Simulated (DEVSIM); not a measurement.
System: Ti/SiO2/n-GaAs capacitor, at 250 K.

```tsv
layer (left to right)	material	thickness (nm)	Nd (cm⁻³)
1	SiO2	4.20	-
2	GaAs	8600	1.1e16
```

Metal gate on the left, work function 4.33 eV. Fixed charge at the semiconductor interface 0 cm⁻² (in units of +e); no interface traps.

The device is made up for the run: typed textbook-type constants, with dimensions and the other settings drawn at random. Values at 300 K; Nc and Nv go as T^1.5, mobilities as T to minus their exponent, the gap by Varshni's rule with the affinity fixed.

```
parameter         SiO2      GaAs
----------------  ----  --------
gap (eV)             9     1.424
affinity (eV)      0.9      4.07
permittivity       3.9      12.9
Nc (cm⁻³)            -    4.7e17
Nv (cm⁻³)            -      9e18
Varshni α (eV/K)     -  0.000541
Varshni β (K)        -       204
```

Model (solved in DEVSIM): 1D Poisson equation in equilibrium, Boltzmann statistics, complete ionisation; no quantum confinement or tunnelling. Metal contacts follow the ideal Schottky-Mott rule: no Fermi-level pinning, no interface dipoles.

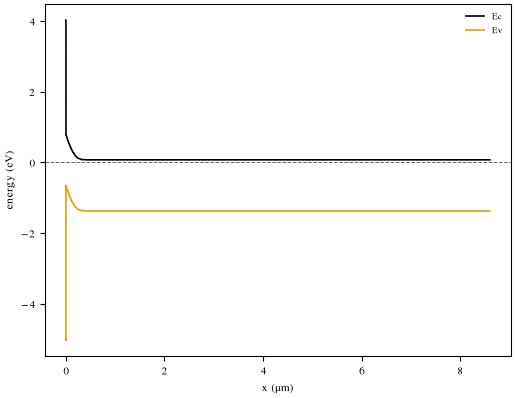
*Band edges at -0.6 V on the gate*

Energies count from the Fermi level of the right contact; mesh points crowd at the junctions.

```csv
x (μm),Ec (eV),Ev (eV),n (cm⁻³),p (cm⁻³),field (V/cm)
0.000,4.030,-4.970,< 1e2,< 1e2,-150000
0.001199,4.012,-4.988,< 1e2,< 1e2,-150000
0.002694,3.989,-5.011,< 1e2,< 1e2,-150000
0.003988,3.969,-5.031,< 1e2,< 1e2,-150000
0.005937,0.787,-0.659,< 1e2,360000,-46000
0.009575,0.771,-0.675,100,170000,-46000
0.01829,0.732,-0.715,640,27000,-44000
0.04970,0.600,-0.846,290000,< 1e2,-39000
0.1083,0.396,-1.050,3.8e9,< 1e2,-30000
0.2486,0.121,-1.325,1.3e15,< 1e2,-9100
0.5570,0.075,-1.371,1.1e16,< 1e2,≈ 0
1.698,0.075,-1.371,1.1e16,< 1e2,≈ 0
3.958,0.075,-1.371,1.1e16,< 1e2,≈ 0
6.565,0.075,-1.371,1.1e16,< 1e2,≈ 0
7.915,0.075,-1.371,1.1e16,< 1e2,≈ 0
8.310,0.075,-1.371,1.1e16,< 1e2,≈ 0
8.479,0.075,-1.371,1.1e16,< 1e2,≈ 0
8.549,0.075,-1.371,1.1e16,< 1e2,≈ 0
8.587,0.075,-1.371,1.1e16,< 1e2,≈ 0
8.598,0.075,-1.371,1.1e16,< 1e2,≈ 0
8.602,0.075,-1.371,1.1e16,< 1e2,≈ 0
8.604,0.075,-1.371,1.1e16,< 1e2,≈ 0
```
